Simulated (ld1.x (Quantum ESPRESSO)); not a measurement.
# Indium: generating and testing a TM potential

Do these settings give a usable potential? It is generated, then checked for transferability, scattering, ghosts and hardness.

Program: ld1.x (Quantum ESPRESSO) 7.5. Reference atom: PBE, scalar-relativistic, spherical and spin-unpolarised. All values are calculated.

### Step 1. The atom and the settings

The settings as typed:

```json
{
 "element": "indium (In, Z = 49)",
 "type": "norm-conserving Troullier–Martins (Kleinman–Bylander form)",
 "frozen core": "[Kr]",
 "valence charge": "13",
 "reference configuration": "4d10 5s2 5p1",
 "partial waves": "5s (bound): rc 2.05 bohr; 5p (bound): rc 2.20 bohr; 4d (bound): rc 1.30 bohr",
 "local potential": "the d channel",
 "core correction": "a·sin(br)/r model core inside 0.75 bohr"
}
```

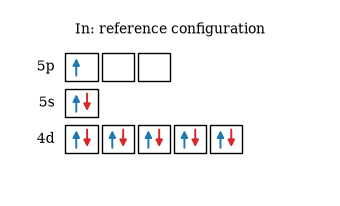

The outer shells as boxes. The arrows follow Hund's rule for the drawing; the calculation itself is spin-unpolarised.

The nodes and maxima of the atom's own shells, from an earlier all-electron run, set the scale for the radii.

All-electron outer shells of the reference configuration (PBE, scalar-relativistic, ld1.x):

```csv
shell,level (eV),outermost node (bohr),outermost maximum (bohr)
4s,-119.66,0.41,0.77
4p,-78.13,0.42,0.82
4d,-18.62,0.40,0.94
5s,-8.21,1.02,2.16
5p,-2.52,1.14,2.85
```

### Step 2. Generating the potential

In.in

```
 &input
   title='In', zed=49., rel=1, dft='PBE', iswitch=3,
   config='[Kr] 4d10 5s2 5p1',
   nld=3, rlderiv=2.40, eminld=-3.0, emaxld=5.0, deld=0.02
 /
 &inputp
   pseudotype=2, tm=.true., lloc=2,
   nlcc=.true., rcore=0.75,
   file_pseudopw='In.UPF', file_wfcaegen='ae.wfc', file_wfcncgen='nc.wfc', file_beta='beta', file_chi='chi'
 /
3
5S  1  0   2.00   0.00  2.05  2.05  0.0
5P  2  1   1.00   0.00  2.20  2.20  0.0
4D  3  2  10.00   0.00  1.30  1.30  0.0
 &test
   configts(1)='4d10 5s2 5p1'
 /
```

Launch:

```bash
$ ld1.x < In.in > In.out
```

What the program wrote to In.out (without the banner and most projector matrices):

```text
     Program LD1 v.7.5
     --------------------------- All-electron run ----------------------------

     In
     scalar relativistic calculation

     atomic number is 49.00
     dft =PBE   lsd =0 sic =0 latt =0  beta=0.20 tr2=1.0E-14
     Exchange-correlation= PBE
                           (   1   4   3   4   0   0   0)
     mesh =1241 r(mesh) = 100.30140 a.u. xmin = -7.00 dx = 0.01250
     1 Ry =  13.60569312 eV, c = 137.03599908

     n l     nl                  e(Ry)          e(Ha)          e(eV)
     1 0     1S 1( 2.00)     -2039.9100     -1019.9550    -27754.3892
     2 0     2S 1( 2.00)      -305.4337      -152.7169     -4155.6374
     2 1     2P 1( 6.00)      -274.1375      -137.0687     -3729.8300
     3 0     3S 1( 2.00)       -57.9587       -28.9793      -788.5681
     3 1     3P 1( 6.00)       -47.7106       -23.8553      -649.1352
     4 0     4S 1( 2.00)        -8.7948        -4.3974      -119.6592
     4 1     4P 1( 6.00)        -5.7424        -2.8712       -78.1300
     3 2     3D 1(10.00)       -31.8038       -15.9019      -432.7123
     4 2     4D 1(10.00)        -1.3688        -0.6844       -18.6233
     5 0     5S 1( 2.00)        -0.6035        -0.3017        -8.2110
     5 1     5P 1( 1.00)        -0.1851        -0.0926        -2.5185

     final scf error:  6.5E-15 reached in  26 iterations

     Etot =  -11763.278081 Ry,   -5881.639040 Ha, -160047.551690 eV

     Ekin =   12261.098761 Ry,    6130.549381 Ha,  166820.747093 eV
     Encl =  -28443.021702 Ry,  -14221.510851 Ha, -386987.024767 eV
     Eh   =    4737.642377 Ry,    2368.821188 Ha,   64458.908302 eV
     Exc  =    -318.997517 Ry,    -159.498758 Ha,   -4340.182318 eV

     normalization and overlap integrals

     s(1S/1S) =  1.000000  <r> =   0.0297  <r2> =    0.0012  r(max) =   0.0192
     s(2S/2S) =  1.000000  <r> =   0.1285  <r2> =    0.0195  r(max) =   0.1090
     s(2P/2P) =  1.000000  <r> =   0.1122  <r2> =    0.0154  r(max) =   0.0870
     s(3S/3S) =  1.000000  <r> =   0.3486  <r2> =    0.1390  r(max) =   0.3153
     s(3P/3P) =  1.000000  <r> =   0.3471  <r2> =    0.1399  r(max) =   0.3075
     s(4S/4S) =  1.000000  <r> =   0.8480  <r2> =    0.8143  r(max) =   0.7658
     s(4P/4P) =  1.000000  <r> =   0.9218  <r2> =    0.9725  r(max) =   0.8152
     s(3D/3D) =  1.000000  <r> =   0.3243  <r2> =    0.1250  r(max) =   0.2581
     s(4D/4D) =  1.000000  <r> =   1.1828  <r2> =    1.6828  r(max) =   0.9354
     s(5S/5S) =  1.000000  <r> =   2.6097  <r2> =    7.8334  r(max) =   2.1612
     s(5P/5P) =  1.000000  <r> =   3.7447  <r2> =   16.6771  r(max) =   2.8453

     ------------------------ End of All-electron run ------------------------

     --------------------- Generating NC pseudopotential ---------------------

      Generating local pot.: lloc=2, matching radius rcloc =   1.3000

      Computing core charge for nlcc:

       r > 0.76 : true rho core
       r < 0.76 : rho core = a sin(br)/r    a=  20.66  b=   2.83

      Integrated core pseudo-charge :  10.71

      Wfc   5S  rcut= 2.030  Using Troullier-Martins method

      Wfc   5P  rcut= 2.188  Using Troullier-Martins method

     ------------------- End of pseudopotential generation -------------------

     [... the all-electron block is printed once more ...]


     Computing logarithmic derivative in   2.40356
     Computing logarithmic derivative in   2.40356
     Computing the partial wave expansion
     R is outside the sphere for l=    0 j= 0.00
     R is outside the sphere for l=    1 j= 0.00
       no projector for channel:   2

     ---------------------- Testing the pseudopotential ----------------------

     In
     scalar relativistic calculation

     atomic number is 49.00   valence charge is 13.00
     dft =PBE   lsd =0 sic =0 latt =0  beta=0.20 tr2=1.0E-14
     mesh =1241 r(mesh) = 100.30140 xmin = -7.00 dx = 0.01250

     n l     nl             e AE (Ry)        e PS (Ry)    De AE-PS (Ry)
     3 2     4D   1(10.00)       -1.36879       -1.36880        0.00002
     1 0     5S   1( 2.00)       -0.60349       -0.60350        0.00000
     2 1     5P   1( 1.00)       -0.18511       -0.18511       -0.00000

     eps = 6.7E-15  iter = 22

     Etot =  -11763.278081 Ry,   -5881.639040 Ha, -160047.551690 eV
     Etotps =  -134.884480 Ry,     -67.442240 Ha,   -1835.196841 eV

     Ekin =      89.984257 Ry,      44.992128 Ha,    1224.298182 eV
     Encl =    -287.831966 Ry,    -143.915983 Ha,   -3916.153397 eV
     Ehrt =     102.262983 Ry,      51.131492 Ha,    1391.358771 eV
     Ecxc =     -40.896506 Ry,     -20.448253 Ha,    -556.425305 eV
     (Ecc =     -19.976282 Ry,      -9.988141 Ha,    -271.791159 eV)
     Epseu=       1.596751 Ry,       0.798376 Ha,      21.724908 eV

     ---------------------- End of pseudopotential test ----------------------
```

Run time: 1.4 s. Hardware: 1 thread of Neoverse-V2, shared host. This counts the later configuration tests of the new file too.

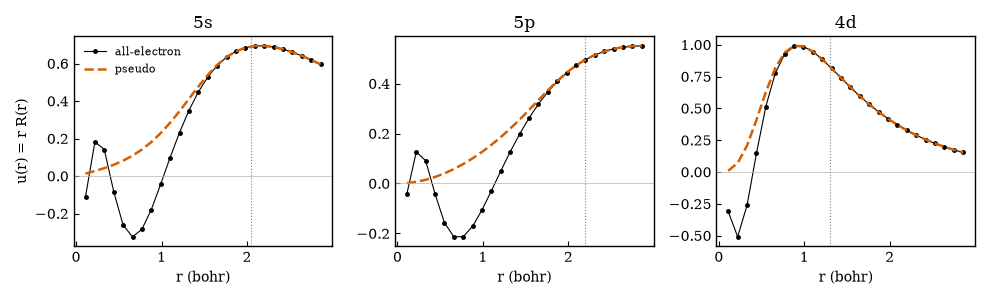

Bound waves of the atom and their pseudo partners (5s, 5p, 4d), with the matching radii dotted. The curves join 26 sampled radii, too few to resolve the innermost nodes.

### Step 3. Configuration tests

In.test.in

```
 &input
   title='In', zed=49., rel=1, dft='PBE', iswitch=2,
   config='[Kr] 4d10 5s2 5p1'
 /
 &test
   file_pseudo='In.UPF', nconf=8,
   configts(1)='4d10 5s2 5p1',
   configts(2)='4d10 5s2 5p0',
   configts(3)='4d10 5s1 5p0',
   configts(4)='4d10 5s0 5p0',
   configts(5)='4d10 5s1 5p1',
   configts(6)='4d9 5s2 5p2',
   configts(7)='4d9 5s2 5p1',
   configts(8)='4d9 5s0 5p0'
 /
```

Launch:

```bash
$ ld1.x < In.test.in > In.test.out
```

In.test.out, the pseudopotential blocks, each with the warnings that came before it:

```text
     ---------------------- Testing the pseudopotential ----------------------

     In
     scalar relativistic calculation

     atomic number is 49.00   valence charge is 13.00
     dft =PBE   lsd =0 sic =0 latt =0  beta=0.20 tr2=1.0E-14
     mesh =1241 r(mesh) = 100.30140 xmin = -7.00 dx = 0.01250

     n l     nl             e AE (Ry)        e PS (Ry)    De AE-PS (Ry)
     3 2     4D   1(10.00)       -1.36879       -1.36880        0.00002
     1 0     5S   1( 2.00)       -0.60349       -0.60350        0.00000
     2 1     5P   1( 1.00)       -0.18511       -0.18511       -0.00000

     eps = 5.8E-15  iter = 17

     Etot =  -11763.278081 Ry,   -5881.639040 Ha, -160047.551690 eV
     Etotps =  -134.884481 Ry,     -67.442241 Ha,   -1835.196856 eV

     Ekin =      89.984254 Ry,      44.992127 Ha,    1224.298149 eV
     Encl =    -287.831965 Ry,    -143.915982 Ha,   -3916.153386 eV
     Ehrt =     102.262984 Ry,      51.131492 Ha,    1391.358774 eV
     Ecxc =     -40.896506 Ry,     -20.448253 Ha,    -556.425304 eV
     (Ecc =     -19.976282 Ry,      -9.988141 Ha,    -271.791159 eV)
     Epseu=       1.596751 Ry,       0.798376 Ha,      21.724910 eV

     ---------------------- End of pseudopotential test ----------------------

     ---------------------- Testing the pseudopotential ----------------------

     In
     [...]
     n l     nl             e AE (Ry)        e PS (Ry)    De AE-PS (Ry)
     3 2     4D   1(10.00)       -1.91631       -1.91346       -0.00286
     1 0     5S   1( 2.00)       -1.09694       -1.09707        0.00013
     2 1     5P   1( 0.00)       -0.61969       -0.61987        0.00018

     eps = 4.5E-15  iter = 23

     Etot =  -11762.883901 Ry,   -5881.441951 Ha, -160042.188603 eV
     Etotps =  -134.490150 Ry,     -67.245075 Ha,   -1829.831707 eV
     dEtot_ae =       0.394180 Ry
     dEtot_ps =       0.394331 Ry,   Delta E=      -0.000152 Ry

     [...]
     ---------------------- End of pseudopotential test ----------------------

     ---------------------- Testing the pseudopotential ----------------------

     In
     [...]
     n l     nl             e AE (Ry)        e PS (Ry)    De AE-PS (Ry)
     3 2     4D   1(10.00)       -2.68486       -2.67772       -0.00714  !
     1 0     5S   1( 1.00)       -1.73982       -1.74140        0.00158
     2 1     5P   1( 0.00)       -1.19185       -1.19312        0.00128

     eps = 2.5E-15  iter = 14

     Etot =  -11761.470178 Ry,   -5880.735089 Ha, -160022.953921 eV
     Etotps =  -133.075473 Ry,     -66.537736 Ha,   -1810.584046 eV
     dEtot_ae =       1.807903 Ry
     dEtot_ps =       1.809008 Ry,   Delta E=      -0.001106 Ry

     [...]
     ---------------------- End of pseudopotential test ----------------------

     Warning: n=2, l=1 expected 0 nodes, found 1
     ---------------------- Testing the pseudopotential ----------------------

     In
     [...]
     n l     nl             e AE (Ry)        e PS (Ry)    De AE-PS (Ry)
     3 2     4D   1(10.00)       -3.51966       -3.50973       -0.00993  !
     1 0     5S   1( 0.00)       -2.43012       -2.43563        0.00551  !
     2 1     5P   1( 0.00)       -1.81351       -1.81351        0.00000

     eps = 5.2E-15  iter = 10

     Etot =  -11759.388675 Ry,   -5879.694338 Ha, -159994.633626 eV
     Etotps =  -130.990348 Ry,     -65.495174 Ha,   -1782.214474 eV
     dEtot_ae =       3.889406 Ry
     dEtot_ps =       3.894133 Ry,   Delta E=      -0.004727 Ry

     [...]
     ---------------------- End of pseudopotential test ----------------------

     ---------------------- Testing the pseudopotential ----------------------

     In
     [...]
     n l     nl             e AE (Ry)        e PS (Ry)    De AE-PS (Ry)
     3 2     4D   1(10.00)       -2.03142       -2.02851       -0.00290
     1 0     5S   1( 1.00)       -1.16920       -1.16962        0.00043
     2 1     5P   1( 1.00)       -0.67724       -0.67740        0.00016

     eps = 6.9E-15  iter = 17

     Etot =  -11762.399329 Ry,   -5881.199664 Ha, -160035.595654 eV
     Etotps =  -134.005437 Ry,     -67.002718 Ha,   -1823.236847 eV
     dEtot_ae =       0.878752 Ry
     dEtot_ps =       0.879044 Ry,   Delta E=      -0.000292 Ry

     [...]
     ---------------------- End of pseudopotential test ----------------------

     ---------------------- Testing the pseudopotential ----------------------

     In
     [...]
     n l     nl             e AE (Ry)        e PS (Ry)    De AE-PS (Ry)
     3 2     4D   1( 9.00)       -1.77783       -1.80382        0.02598  !
     1 0     5S   1( 2.00)       -0.75443       -0.75305       -0.00138
     2 1     5P   1( 2.00)       -0.27030       -0.26820       -0.00210

     eps = 5.1E-15  iter = 19

     Etot =  -11761.932561 Ry,   -5880.966280 Ha, -160029.244958 eV
     Etotps =  -133.525932 Ry,     -66.762966 Ha,   -1816.712859 eV
     dEtot_ae =       1.345520 Ry
     dEtot_ps =       1.358549 Ry,   Delta E=      -0.013029 Ry

     [...]
     ---------------------- End of pseudopotential test ----------------------

     BEWARE! Errors in PS-KS equations
     Warning: n=1, l=0 expected 0 nodes, found 1
     Warning: n=3, l=2 expected 0 nodes, found 1
     ---------------------- Testing the pseudopotential ----------------------

     In
     [...]
     n l     nl             e AE (Ry)        e PS (Ry)    De AE-PS (Ry)
     3 2     4D   1( 9.00)       -2.35305       -1.01960       -1.33344  !
     1 0     5S   1( 2.00)       -1.27855       -0.25535       -1.02320  !
     2 1     5P   1( 1.00)       -0.74467       -0.03154       -0.71313  !

     eps = 3.7E-16  iter = 36

     Etot =  -11761.432155 Ry,   -5880.716077 Ha, -160022.436583 eV
     Etotps =   -29.694956 Ry,     -14.847478 Ha,    -404.020459 eV
     dEtot_ae =       1.845926 Ry
     dEtot_ps =     105.189525 Ry,   Delta E=    -103.343599 Ry

     [...]
     ---------------------- End of pseudopotential test ----------------------

     ---------------------- Testing the pseudopotential ----------------------

     In
     [...]
     n l     nl             e AE (Ry)        e PS (Ry)    De AE-PS (Ry)
     3 2     4D   1( 9.00)       -4.78572       -4.79551        0.00978  !
     1 0     5S   1( 0.00)       -3.32822       -3.41617        0.08795  !
     2 1     5P   1( 0.00)       -2.61880       -3.25094        0.63214  !

     eps = 2.2E-15  iter = 12

     Etot =  -11755.244168 Ry,   -5877.622084 Ha, -159938.244736 eV
     Etotps =  -126.846168 Ry,     -63.423084 Ha,   -1725.830039 eV
     dEtot_ae =       8.033913 Ry
     dEtot_ps =       8.038313 Ry,   Delta E=      -0.004400 Ry

     [...]
     ---------------------- End of pseudopotential test ----------------------
```

1 test gave no usable energy difference (4d9 5s2 5p1).

Energies count from the reference configuration 4d10 5s2 5p1; the error is all-electron less pseudo. A star marks tests that logged a warning.

| valence configuration | charge | ΔE all-electron (eV) | error AE − PS (meV) |
| --- | --- | --- | --- |
| 4d10 5s2 5p0 | +1 | 5.363 | -2.1 |
| 4d10 5s1 5p0 | +2 | 24.598 | -15 |
| 4d10 5s0 5p0 * | +3 | 52.918 | -64 |
| 4d10 5s1 5p1 | +1 | 11.956 | -4.0 |
| 4d9 5s2 5p2 | 0 | 18.307 | -177 |
| 4d9 5s0 5p0 | +4 | 109.307 | -60 |

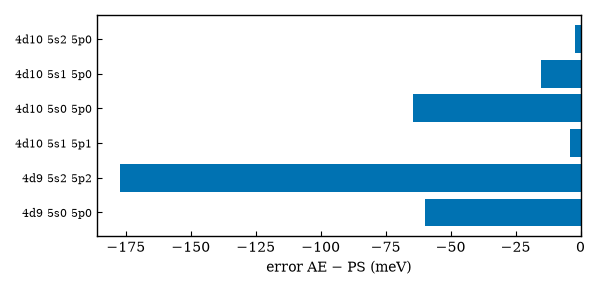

Error of the potential in each test configuration.

### Step 4. Does it scatter like the atom?

Taken from the files of the generation run. The phase is arctan(r·u′/u) with u = r·R, unwrapped, with energies in Ry. A pole is an energy at which the radial function vanishes at the test radius. The pseudo phase is shifted by a multiple of π to meet the all-electron one at the reference energy. Levels narrower than the energy grid can be missing from the poles. The last column is the largest difference on the grid between −1 and +1 Ry.

| channel | radius (bohr) | reference (Ry) | poles AE | poles PS | window around the reference with phases within 0.05 rad (Ry) | largest difference near zero (rad) |
| --- | --- | --- | --- | --- | --- | --- |
| s | 2.40 | -0.60 | 1.75 | 1.56 | below 2.5 | 0.011 |
| p | 2.40 | -0.19 | 3.19 | 2.93 | below 4.2 | 0.009 |
| d | 2.40 | -1.37 | -1.18 | -1.18 | the whole range | 0.000 |

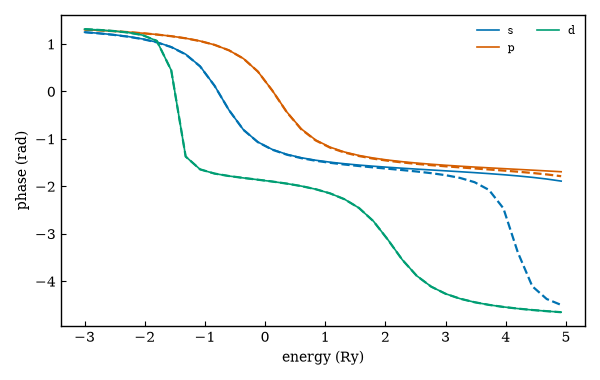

All-electron (solid) and pseudo (dashed) phases against energy.

### Step 5. Cutoff and ghost test in a Bessel basis

This step uses the generator's waves and projectors in a separate script. Basis: spherical Bessel functions vanishing at 20 bohr, q² up to the cutoff; potential fixed at the reference.

All-electron valence levels (Ry): 5s -0.6035, 5p -0.1851, 4d -1.3688. The lowest levels of each channel (Ry) by cutoff; the last column sums, over occupied levels, occupation times the distance from the level at 400 Ry. A positive value at high cutoff is not a bound level.

```csv
cutoff (Ry),s #1,s #2,p #1,p #2,d #1,f #1,Σ f·Δε (mRy)
8,-2.4894,-0.5958,-0.1834,0.0240,0.0176,0.0989,13881.0
12,-5.9718,-0.5975,-0.1850,0.0239,-0.0838,0.0989,12862.4
21,-10.5618,-0.6022,-1.0531,-0.1848,-0.5338,0.0989,8353.3
30,-11.9883,-0.6033,-2.8597,-0.1850,-0.8854,0.0989,4834.6
45,-12.6410,-0.6034,-3.7974,-0.1851,-1.2394,0.0989,1294.3
55,-12.7119,-0.6035,-3.9572,-0.1851,-1.3275,0.0989,413.3
80,-12.7262,-0.6035,-4.0484,-0.1851,-1.3666,0.0989,22.2
90,-12.7263,-0.6035,-4.0496,-0.1851,-1.3684,0.0989,4.0
100,-12.7268,-0.6035,-4.0497,-0.1851,-1.3686,0.0989,1.7
140,-12.7283,-0.6035,-4.0502,-0.1851,-1.3687,0.0989,0.7
180,-12.7285,-0.6035,-4.0505,-0.1851,-1.3688,0.0989,0.1
400,-12.7285,-0.6035,-4.0505,-0.1851,-1.3688,0.0989,0.0
```

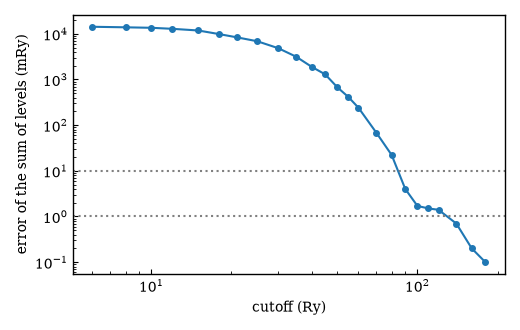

Occupation-weighted error of the valence levels against the cutoff; the dotted lines mark 10 and 1 mRy.

The sum stays within 10 mRy from 90 Ry and within 1 mRy from 140 Ry. The sum leaves out empty levels, which can need more. Ghost test: ghost states, bound below the all-electron valence or empty levels of the same l: s at -173.2 eV, p at -55.1 eV.

### Step 6. Summary of results

| quantity | value |
| --- | --- |
| cutoffs for 10 and 1 mRy, occupied levels | 90 Ry and 140 Ry |
| bound ghosts | s at -173.18 eV, p at -55.11 eV |
| largest test error (AE − PS) | -177 meV, for 4d9 5s2 5p2 (1 test unsolved) |
| largest phase difference near zero energy, channels read | 0.011 rad |

**Reading.** A bound ghost (s, p) makes it unfit for use: electrons can fall into a state that the atom doesn't have. By total energies transferability is poor: the largest error is 177 meV on 18.3 eV, for 4d9 5s2 5p2. Of the tests 1 gave no usable energy difference, which is a warning in itself. It counts as hard, with 90 Ry needed at the looser tolerance. The slowest occupied level is 4d: taken alone it needs 90 Ry to come within 1 mRy, against 25 Ry for 5s. Near zero energy the phases of the channels with partial waves agree within 0.011 rad. All of this concerns the isolated atom, not yet a solid.
